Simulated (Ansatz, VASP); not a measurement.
# BiAs: VASP beside Ansatz

One calculation is typed for both programs; each brings its own data sets and cutoff. How far apart do they land? The cell is invented: As first built, before any earlier steps moved the atoms: it takes the AlAs structure with some of its atoms replaced by other elements, volume scaled by an estimate. It may not be a known or stable phase. The cell comes out of the VASP series on this material, whose earlier steps may have relaxed, scaled or displaced it; both programs get it as it stands.

Calculated with Ansatz 0.2.0; plane waves, with VASP 6.6.1 beside it; band structure at HSE06 and band structure at r2SCAN0.

### 1. The structure

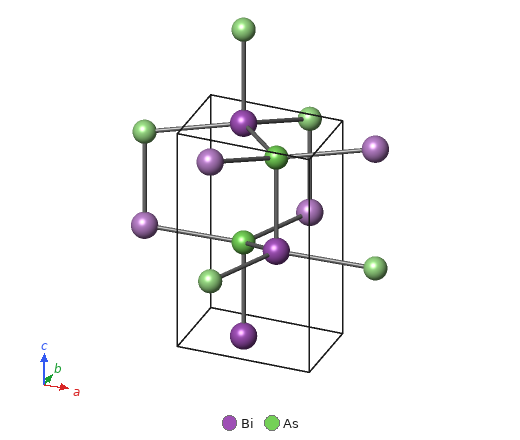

Start, viewed slightly off an axis; bismuth purple, arsenic green. Some periodic images of atoms are drawn too.

### 2. Ansatz: band structure, HSE06

Ansatz runs on its default PAW (the set named soft_2) files.

Levels along a path test the potential and the projectors away from the mesh points.

The input, input.yaml:

```yaml
crystal:
  lattice:
    - [5.0716037739, -9.1e-08, 0.0]
    - [-2.5358025406, 4.3921383167, 0.0]
    - [0.0, 0.0, 6.3422180812]
  atoms:
    - { symbol: Bi, position: [0.33333333, 0.66666667, 0.9681709195] }
    - { symbol: Bi, position: [0.66666667, 0.33333333, 0.4681709195] }
    - { symbol: As, position: [0.33333333, 0.66666667, 0.4078290805] }
    - { symbol: As, position: [0.66666667, 0.33333333, 0.9078290805] }
hamiltonian:
  xc: { exchange: pbe, correlation: pbe, exx: { coeff: 0.25, omega: 0.2 } }
  pseudopotentials: { kind: paw }
kpoints:
  mp_grid: { grid: [3, 3, 2] }
  band_path:
    path:
      - [0.0, 0.0, 0.0]
      - [0.4, 0.0, 0.0]
      - [0.4, 0.2, 0.0]
      - [0.2, 0.2, 0.0]
      - [0.06667, 0.06667, 0.0]
      - [0.0, 0.0, 0.1]
      - [0.0, 0.0, 0.5]
      - [0.4, 0.0, 0.5]
      - [0.4, 0.2, 0.5]
      - [0.2, 0.2, 0.5]
      - [0.5, 0.0, 0.4]
      - [0.33333, 0.33333, 0.0]
      - [0.33333, 0.33333, 0.5]
    npoints: 1
scf:
  occupations: { method: gaussian, width: 0.02 }
  n_extra_bands: 8
output:
  forces: true
  stress: true
  eigenvalues: true
```

Command:

```sh
$ ansatz run input.yaml --threads 4 --pin off --max-ram 9216MiB --backend cpu --events-out ev --progress --plain --runs-dir out
```

Numbers of over 12 decimals in the logs are rounded to 6 here.

The program printed:

```text
Warning: the atoms were moved onto the symmetric positions of the space group found under crystal.symmetry.tolerance 1.0e-5 (fractional; no operation is sought that the atoms, as they stand in a round, miss by more than twice it, and no atom is moved by as much as it), and the run uses the moved positions. Before a round's move an operation carried an atom to 5.07e-8 Å from where it should land, the largest such dist [...]
Warning: output.stress: scf.convergence.dr2_threshold = 1e-7 eV (the SCF's general default) is looser than the 4e-10 eV advised for a printed stress (1e-10 eV for each atom of the cell: 4). What an SCF threshold leaves in a stress goes as its square root, and in the free energy as the threshold itself, and one threshold admits the most on a small cell: [figures from the program's tests cut] Set scf.convergence.dr2_threshold to 4e-10 eV or tighter. The threshold is an SCF's pass mark: one that does not reach it within its budget of iterations ends unconverged, or closes short of it on a stop that the run arms, and scf.convergence.dr2_threshold's page says what that costs each kind of run
Warning: output.stress: scf.exx.energy_threshold = 1e-6 eV is looser than the 4e-8 eV advised for a stress under a hybrid functional (1e-8 eV for each atom of the cell: 4). Every SCF of the exchange loop can meet its threshold on dr2 while the loop round them stops early: no threshold on dr2 bounds what that leaves in the stress. Set scf.exx.energy_threshold to 4e-8 eV or tighter. The threshold is the loop's pass mark: a loop that does not reach it within its budget of cycles ends unconverged, and scf.exx.energy_threshold's page has the law
scf.n_extra_bands = 8 over 30 filled bands (N_el = 60.0): the run solves 38 bands
Engine: ansatz 0.2.0, aarch64-unknown-linux-gnu
Pseudopotentials: kind: paw
Pseudopotential: Bi, paw, valence charge 15, recommended cutoff 420 eV (normal), Bi.paw.azcp
Pseudopotential: As, paw, valence charge 15, recommended cutoff 420 eV (normal), As.paw.azcp
Functional definition: unnamed
  parameter a_1 = 0.25
  parameter omega_1 = 0.2/angstrom
  exchange = pbe_x + (-a_1)*pbe_x_sr(omega_1) + a_1*exact_x_sr(omega_1)
  correlation = pbe_c
Crystal: 4 atoms, lattice volume = 141.274 Å³
Basis set: ecut = 420 eV, 2763 PW (Γ), exchange–correlation on 72×72×90 points (8 copies of the dense FFT grid, shifted against one another)
Bands: 38, of which v1, the nominal top of the filled ones, is band 30 counted from 1 (29 counted from 0)
Symmetry: 12 space group operations
Space group: P63mc (ITA 186), of the structure as read, at distance tolerance 5.2e-5 Å
k-points: 6 of 18
Non-local potential: Bi, projectors of the file, l = 0: 2, l = 1: 2, l = 2: 2, l = 3: 2
Non-local potential: As, projectors of the file, l = 0: 2, l = 1: 2, l = 2: 3, l = 3: 1
PAW form: soft (Blöchl's): semilocal exchange-correlation on the pseudo side does not see the compensation charge
PAW frozen core: Bi, regenerated for the run's functional, and the local potential with it (the file was generated under x = pbe(κ = 0.804, μ = 0.219515), c = pbe(β = 0.066725))
PAW frozen core: As, regenerated for the run's functional, and the local potential with it (the file was generated under x = pbe(κ = 0.804, μ = 0.219515), c = pbe(β = 0.066725))
PAW one-centre angular grid: Bi, 590 points (default); XC on 64 Gauss nodes
PAW one-centre angular grid: As, 590 points (default); XC on 64 Gauss nodes
Initial density: superposition of atomic densities (neutral atoms: chi_scale 0, normalization atom), corrected by the library's trained network
Initial wavefunctions: pseudopotential atomic-orbital guess
Functional: x = pbe(κ = 0.804, μ = 0.219515), c = pbe(β = 0.066725), warm-up for x = pbe(κ = 0.804, μ = 0.219515) + 0.25 (exact − pbe) at short range (hse, ω = 0.2 Å⁻¹), c = pbe(β = 0.066725)
SCF iter   1: F=—  HF=-34504.890984 eV  |F-HF|=—  |Δ(HF+E_count)|=         —  Δρ=1.77e-3  dr2=4.58e-3  ethr=1.77e-3  ⟨swp⟩=10.0  Hψ=934  notcnv=0
preconditioner: auto → none  [insulator: Δε(μ)=0.564 eV  Ē_g=8.932 eV  σ=0.020 eV  W_gap=1.00  n_scr=22 (ndim 8)  ℏωp=14.0 eV  f_vac=0.138  D(μ)=0.00/eV (n_scr^D=0)]
SCF iter   2: F=—  HF=-34504.893601 eV  |F-HF|=—  |Δ(HF+E_count)|=   2.62e-3  Δρ=8.20e-4  dr2=9.15e-4  ethr=7.63e-6  ⟨swp⟩=5.3  Hψ=748  notcnv=0  defer=5
SCF iter   3: F=—  HF=-34504.894375 eV  |F-HF|=—  |Δ(HF+E_count)|=   7.73e-4  Δρ=3.35e-4  dr2=2.98e-4  ethr=1.52e-6  ⟨swp⟩=3.5  Hψ=522  notcnv=0  defer=2
iter 4 solved again at ethr=3.36e-8 eV; its pass at ethr=4.96e-7 eV (dr2=2.02e-5 eV) is discarded
SCF iter   4: F=-34504.894343 eV  HF=-34504.894343 eV  |F-HF|=2.94e-7  |Δ(HF+E_count)|=   3.17e-5  Δρ=1.10e-4  dr2=2.08e-5  ethr=3.36e-8  ⟨swp⟩=3.2  Hψ=969  notcnv=0  defer=1
SCF 1 stopped early in 4 iterations: F = -34504.894343 eV  dr2 = 2.08e-5
  greatest PAW one-centre occupation: 0.999 electrons in one spin orbital (limit 2), on the As atom at site 3 (counted from 0), in its partial waves of l = 2
Initial density: handed on by an earlier stage of this run
Initial wavefunctions: those handed on with the density
Functional: x = pbe(κ = 0.804, μ = 0.219515) + 0.25 (exact − pbe) at short range (hse, ω = 0.2 Å⁻¹), c = pbe(β = 0.066725)
Exchange kernel: α = 0.2500, screened, ω = 0.2000 Å⁻¹, Wigner–Seitz truncation, v(0) = 1086.6922 eV·Å³, q-mesh 3×3×2, nearest image of the exchange supercell L = 12.68 Å, pair-density grid 24×24×30, without the augmentation charges, whose exchange is taken in its separable form by FFT convolution over the k-point mesh (sized by the pseudopotential files, 30×30×45 at the most), smooth part of the exact exchange by density-matrix convolution
Frozen-core exchange: fock
SCF iter   1: F=—  HF=-34514.368461 eV  |F-HF|=—  |Δ(HF+E_count)|=         —  Δρ=4.63e-3  dr2=1.59e-2  ethr=3.47e-7  ⟨swp⟩=10.5  Hψ=1267  notcnv=0
preconditioner: auto → none  [insulator: Δε(μ)=0.759 eV  Ē_g=10.010 eV  σ=0.020 eV  W_gap=1.00  n_scr=22 (ndim 8)  ℏωp=14.0 eV  f_vac=0.145  D(μ)=0.00/eV (n_scr^D=0)]
SCF iter   2: F=—  HF=-34514.353592 eV  |F-HF|=—  |Δ(HF+E_count)|=   1.49e-2  Δρ=2.03e-3  dr2=4.98e-3  ethr=3.47e-7  ⟨swp⟩=4.3  Hψ=830  notcnv=0
SCF iter   3: F=—  HF=-34514.352966 eV  |F-HF|=—  |Δ(HF+E_count)|=   6.26e-4  Δρ=8.11e-4  dr2=2.11e-3  ethr=3.47e-7  ⟨swp⟩=4.3  Hψ=699  notcnv=0
SCF iter   4: F=—  HF=-34514.364774 eV  |F-HF|=—  |Δ(HF+E_count)|=   1.18e-2  Δρ=8.14e-4  dr2=5.64e-4  ethr=3.47e-7  ⟨swp⟩=4.3  Hψ=849  notcnv=0
SCF iter   5: F=—  HF=-34514.364629 eV  |F-HF|=—  |Δ(HF+E_count)|=   1.45e-4  Δρ=1.86e-4  dr2=5.77e-5  ethr=3.47e-7  ⟨swp⟩=3.0  Hψ=571  notcnv=0
SCF iter   6: F=—  HF=-34514.364817 eV  |F-HF|=—  |Δ(HF+E_count)|=   1.88e-4  Δρ=9.24e-5  dr2=9.64e-6  ethr=5.14e-8  ⟨swp⟩=4.0  Hψ=524  notcnv=0
SCF iter   7: F=-34514.364816 eV  HF=-34514.364816 eV  |F-HF|=1.05e-7  |Δ(HF+E_count)|=   1.20e-6  Δρ=2.09e-5  dr2=1.98e-6  ethr=1.35e-8  ⟨swp⟩=3.3  Hψ=547  notcnv=0
SCF 2 stopped early in 7 iterations: F = -34514.364816 eV  dr2 = 1.98e-6
  Residual-converged pass: ⟨swp⟩=4.0  Hψ=664  notcnv=0  max |occ|·‖R‖ = 6.0e-6 eV (tolerance 6.7e-6 eV)  dr2=1.99e-6  dr2_onsite=1.07e-7  max |Δocc| = 4.7e-162
hybrid outer 1: dexx = +1.377e-2 eV, tail = 8.97e-5 eV
Exchange kernel: α = 0.2500, screened, ω = 0.2000 Å⁻¹, Wigner–Seitz truncation, v(0) = 1086.6922 eV·Å³, q-mesh 3×3×2, nearest image of the exchange supercell L = 12.68 Å, pair-density grid 24×24×30, without the augmentation charges, whose exchange is taken in its separable form by FFT convolution over the k-point mesh (sized by the pseudopotential files, 30×30×45 at the most), smooth part of the exact exchange by density-matrix convolution
Frozen-core exchange: fock
SCF iter   1: F=—  HF=-34514.365087 eV  |F-HF|=—  |Δ(HF+E_count)|=         —  Δρ=3.72e-5  dr2=1.95e-6  ethr=7.47e-7  ⟨swp⟩=3.8  Hψ=488  notcnv=0
preconditioner: auto → none  [insulator: Δε(μ)=0.760 eV  Ē_g=10.014 eV  σ=0.020 eV  W_gap=1.00  n_scr=22 (ndim 8)  ℏωp=14.0 eV  f_vac=0.145  D(μ)=0.00/eV (n_scr^D=0)]
SCF iter   2: F=—  HF=-34514.365089 eV  |F-HF|=—  |Δ(HF+E_count)|=   1.81e-6  Δρ=1.79e-5  dr2=3.61e-7  ethr=2.89e-9  ⟨swp⟩=4.0  Hψ=704  notcnv=0
SCF iter   3: F=—  HF=-34514.365090 eV  |F-HF|=—  |Δ(HF+E_count)|=   9.61e-7  Δρ=7.00e-6  dr2=6.60e-8  ethr=3.17e-10  ⟨swp⟩=4.2  Hψ=649  notcnv=0
SCF iter   4: F=—  HF=-34514.365090 eV  |F-HF|=—  |Δ(HF+E_count)|=  5.09e-11  Δρ=1.24e-6  dr2=2.89e-8  ethr=5.89e-11  ⟨swp⟩=3.2  Hψ=476  notcnv=0
SCF iter   5: F=—  HF=-34514.365090 eV  |F-HF|=—  |Δ(HF+E_count)|=   1.51e-7  Δρ=1.55e-6  dr2=5.63e-9  ethr=2.55e-12  ⟨swp⟩=4.5  Hψ=725  notcnv=0
SCF iter   6: F=—  HF=-34514.365090 eV  |F-HF|=—  |Δ(HF+E_count)|=   4.62e-9  Δρ=5.84e-7  dr2=1.65e-9  ethr=2.55e-12  ⟨swp⟩=4.0  Hψ=587  notcnv=0
SCF iter   7: F=—  HF=-34514.365090 eV  |F-HF|=—  |Δ(HF+E_count)|=   8.61e-9  Δρ=4.29e-7  dr2=8.32e-10  ethr=1.00e-12  ⟨swp⟩=3.8  Hψ=548  notcnv=0
SCF iter   8: F=-34514.365090 eV  HF=-34514.365090 eV  |F-HF|=3.64e-11  |Δ(HF+E_count)|=   1.44e-9  Δρ=1.55e-7  dr2=5.74e-11  ethr=1.00e-12  ⟨swp⟩=3.0  Hψ=443  notcnv=0
SCF 3 converged in 8 iterations: F = -34514.365090 eV  dr2 = 5.74e-11
  Residual-converged pass: ⟨swp⟩=3.0  Hψ=518  notcnv=0  max |occ|·‖R‖ = 5.8e-7 eV (tolerance 6.3e-7 eV)  dr2=5.41e-11  dr2_onsite=1.44e-11  max |Δocc| = 9.6e-166
  greatest PAW one-centre occupation: 0.999 electrons in one spin orbital (limit 2), on the As atom at site 2 (counted from 0), in its partial waves of l = 2
hybrid outer 2: dexx = +1.452e-6 eV, tail = 4.01e-8 eV, Δε = 3.07e-3 eV (about 1.10e-4 eV left of the loop's levels), ΔF = 5.39e-3 eV/Å (tail 8.67e-4)
NSCF: frozen V_eff on 13 k-points
hybrid SCF converged: 2 outer / 15 inner (+4 warm-up), last move |dexx| = 1.45e-6 eV, tail = 4.01e-8 eV
Stability not checked: this state was not tested for a lower state beside it, because the functional holds exact exchange (a hybrid, or Hartree-Fock), whose exchange loop this test does not read (fock_operator; see scf.lower_state_search)
Free energy (F): -34514.365090 eV
Frozen-core exchange: fock
Harris-Foulkes:  -34514.365090 eV  (|F-HF|=3.64e-11)
Internal energy: -34514.365090 eV  (E = F + TS)
E sigma→0 (E₀):  -34514.365090 eV
Fermi energy:    7.348566 eV
--- Per-component energies (eV) ---
  E_band       = -985.988284
  E_kinetic    = 801.907167
  E_local      = -7783.136642  (includes V_loc(G=0)·N_el)
  E_nonlocal   = -219.769714
  E_hartree    = 3452.940607
  E_xc         = -368.901471
  E_vxc        = -354.881419  (∫ρ·V_xc dr)
  E_exx        = -192.136527  (= α·E_x^exact, valence–valence)
  E_paw        = -24901.011665  (= ΣΔE_a)
  E_vpaw       = 48.284470  (= ΣTr[D̂ρ^β])
  E_aug_tail   = -0.000849  (compensation charges beyond the density's cutoff)
  E_ewald      = -5303.040473
  E_core_change = -1.215523  (= ΣΔE_core)
  E_smearing   = -0.000000  (= −TS)
  E_closure    = -0.000000  (closes the sum)
  Σ components = -34514.365090   (vs F -34514.365090, Δ=0.00e0)
--- Forces (eV/Å), atoms counted from 1 ---
  atom   1  Bi     0.00000000     0.00000000     0.29786216
  atom   2  Bi    -0.00000000    -0.00000000     0.29786216
  atom   3  As     0.00000000    -0.00000000    -0.29808157
  atom   4  As    -0.00000000     0.00000000    -0.29808157
  max |Σ_I F_I| component: 4.39e-4 eV/Å
--- Stress (GPa, compression-positive) ---
       -3.231461       0.000000       0.000000
        0.000000      -3.231461       0.000000
        0.000000       0.000000       2.247673
  P = ⅓ Tr σ = -1.4051 GPa (-14.051 kbar)
--- Band table (eV; the first three rows and the last of 6) ---
  k-point 0: bands = [... 26 lower, 3.4252, 5.2418, 5.3036, 5.3036, 7.7282, 7.7282, 10.0078, 10.0078, ... 4 higher]
  k-point 1: bands = [... 26 lower, 4.2024, 4.2024, 4.9039, 4.9039, 8.6776, 8.6776, 8.6776, 8.6776, ... 4 higher]
  k-point 2: bands = [... 26 lower, 4.0197, 4.6119, 4.7021, 6.3310, 8.4492, 9.4165, 10.4466, 11.2769, ... 4 higher]
  k-point 5: bands = [... 26 lower, 5.2234, 5.2234, 6.8669, 6.8669, 8.2976, 8.2976, 8.8179, 8.8179, ... 4 higher]
```

Elapsed: 55 s, on 4 threads of Arm Neoverse V1, shared host; peak memory 1.1 GiB; 3.2 min of CPU time.

The column dr2 measures how far the density is from self-consistency, as an energy; F and HF (Harris–Foulkes) agree once it is small.

(Continued in part 2 of 2.)

[Lines on the potential files, build, host, timing and source positions are cut from VASP's logs without a mark.]

[Logs are printed without paths, hosts, clocks, repeated set-up lines and the standing remarks that a program may print on its own settings, such as how far it seeks lower states.]

[Hosts, paths, dates, database ids (printed as entryN), source tags and the programs' standing remarks are cut or masked in the printed files.]
